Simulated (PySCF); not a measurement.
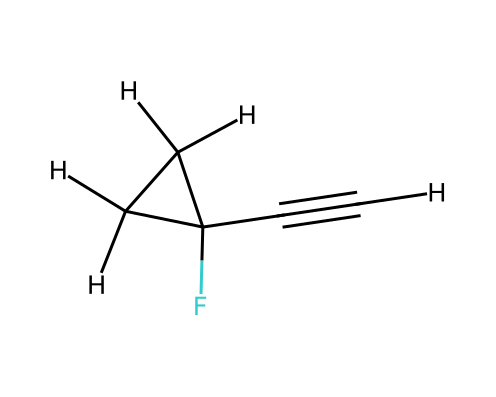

A structural formula.

Question: Transcribe the drawing into SMILES.

Answer: C#CC1(F)CC1

Question: What is the molecular formula?

Answer: C5H5F.

Question: An optimisation with GFN2-xTB gave a structure of which point group?

Answer: Cs.

More results for the same structure follow; atom numbers are the same in all pictures, views and colours differ. Computed geometry: GFN2-xTB optimisation. No frequency run is at hand to confirm it as a minimum.

**Shape**

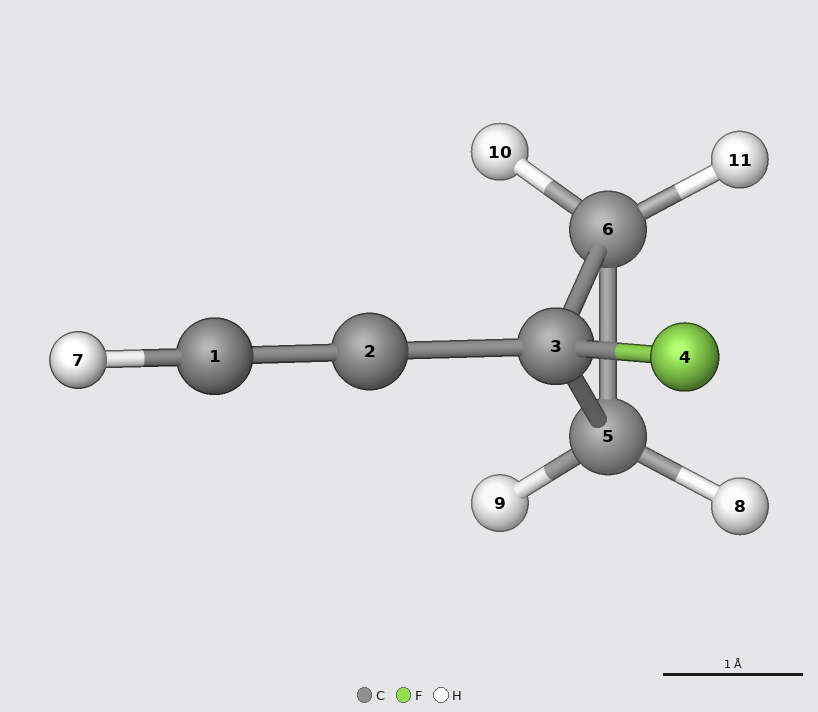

Atoms carry their numbers in the input. No frequency run is at hand to confirm it as a minimum.

Estimate the angles C2–C1–H7, C1–C2–C3, C2–C3–F4, C2–C3–C5, F4–C3–C5, C5–C3–C6, C3–C5–C6, C3–C5–H9, C3–C5–H8, C6–C5–H9, C6–C5–H8.

```
   angle  degrees
C2–C1–H7    179.2
C1–C2–C3    179.0
C2–C3–F4    113.0
C2–C3–C5    121.1
F4–C3–C5    116.0
C5–C3–C6     59.9
C3–C5–C6     60.0
C3–C5–H9    117.8
C3–C5–H8    116.7
C6–C5–H9    119.0
C6–C5–H8    118.0
```

**Dipole moment**

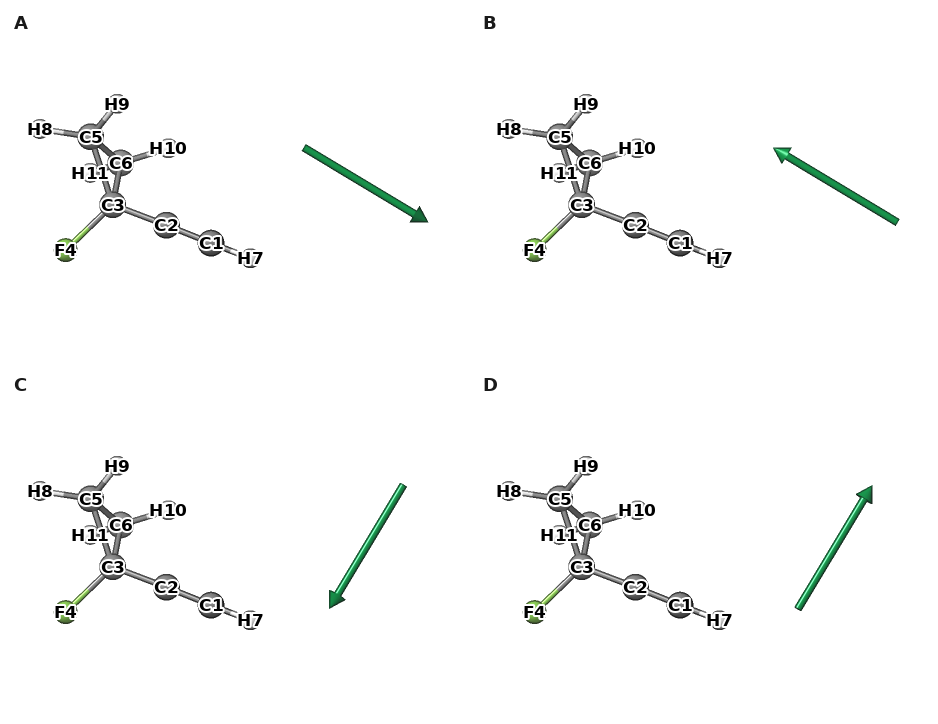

The same molecule four times, each with an arrow. No frequency run is at hand to confirm it as a minimum. Method: PBE0/pcSseg-1, gas phase (PySCF 2.14.0).

Question: Which arrow points along the dipole moment, from the negative to the positive end?

Answer: D. The dipole moment is 1.91 D; it points from the side of F4 to the side of H9, H10 (the outermost atoms at the two ends).

**Excitation**

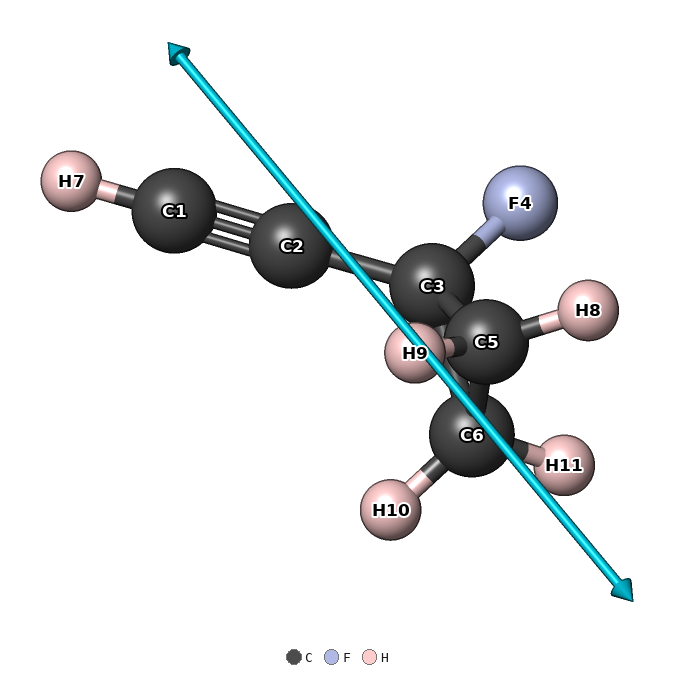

The double arrow shows the direction of the transition dipole to excited singlet state 2 (its length means nothing). No frequency run is at hand to confirm it as a minimum. Level of theory: TDDFT PBE0/def2-SVPD, vertical, gas phase, core orbitals frozen in the response (PySCF 2.14.0).

Question: Give its energy, strength and character.

Answer: 6.69 eV (185 nm), oscillator strength 0.023, mainly HOMO → LUMO+1 (weight 0.52); transition dipole 0.95 D.

**Ring current**

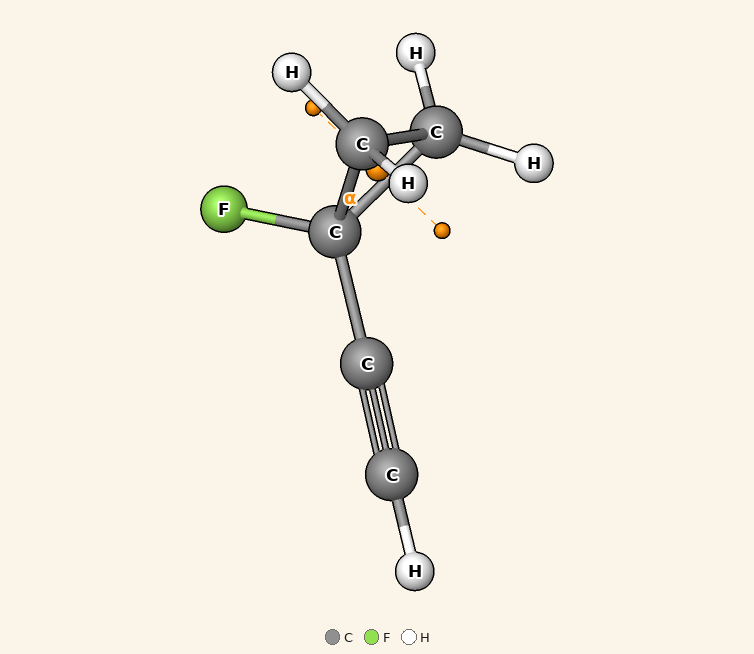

The small points mark where nucleus-independent chemical shifts (NICS) were computed: at the centre of each lettered ring and 1 Å above and below it. No frequency run is at hand to confirm it as a minimum. Method: GIAO PBE0/pcSseg-1 NMR shielding, non-relativistic, gas phase (PySCF 2.14.0).

Give NICS(0), NICS(1) and the out-of-plane component NICS(1)zz for each ring (means of the two sides).

```tsv
ring	members	NICS(0)	NICS(1)	NICS(1)zz
α	C3	−38.8	−7.8	−19.2
```

Values in ppm.

**NMR shielding**

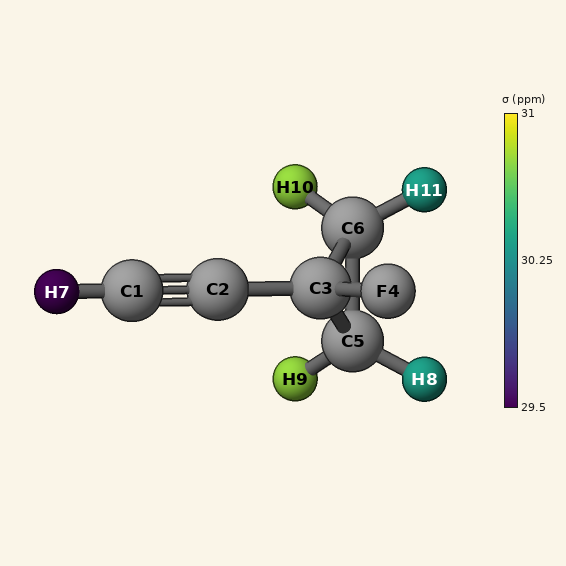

Atoms are coloured by their isotropic NMR shieldings (H only, the others grey). No frequency run is at hand to confirm it as a minimum. Properties computed with GIAO PBE0/pcSseg-1 NMR shielding, non-relativistic, gas phase (PySCF 2.14.0).

Question: Which H atom is the most shielded (lowest chemical shift)?

Answer: H9, H10 (30.76 ppm).

Question: Which H atom is the least shielded (highest chemical shift)?

Answer: H7 (29.51 ppm).

Question: How wide is the range of H shifts?

Answer: 1.25 ppm.

Give the isotropic NMR shieldings of the H atoms atom by atom.

```csv
atom,σ (ppm)
H7,29.51
H8,30.35
H9,30.76
H10,30.76
H11,30.34
```
